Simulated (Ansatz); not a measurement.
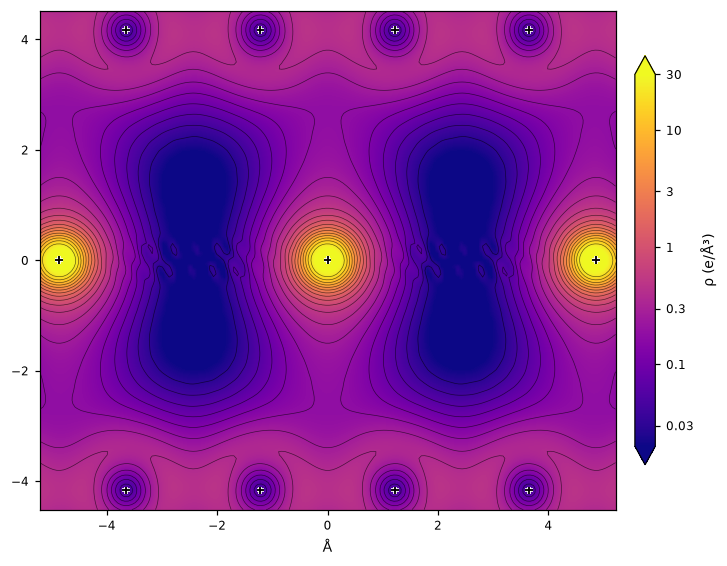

The valence charge density (pseudo) on a plane through atoms (crosses mark nuclei in the plane).

All numbers below come from Ansatz, DFT PBE, scalar-relativistic, plane waves, PAW.

Candidates:
A. LiAl4O, a = 7.47 Å, b = 7.47 Å, c = 3.17 Å, α = 90.00°, β = 90.00°, γ = 90.00°. Space group P4/mmm; a structure generated by program, which may or may not match a known phase; computed without spin polarisation.
B. Si5Ge, a = 4.87 Å, b = 4.87 Å, c = 7.19 Å, α = 90.00°, β = 90.00°, γ = 120.00°. Space group P6/mmm; a structure generated by program, which may or may not match a known phase.
C. Hf4N, a = 4.51 Å, b = 4.51 Å, c = 4.51 Å, α = 90.00°, β = 90.00°, γ = 90.00°. Space group Pm-3m; a structure generated by program, which may or may not match a known phase; computed without spin polarisation.

**Which system is this?**

Candidate B: Si5Ge on the (101̄) plane of the conventional cell, which holds Si and Ge. Si–Si (2.43 Å): ρ at the midpoint is about 0.43 e/Å³.
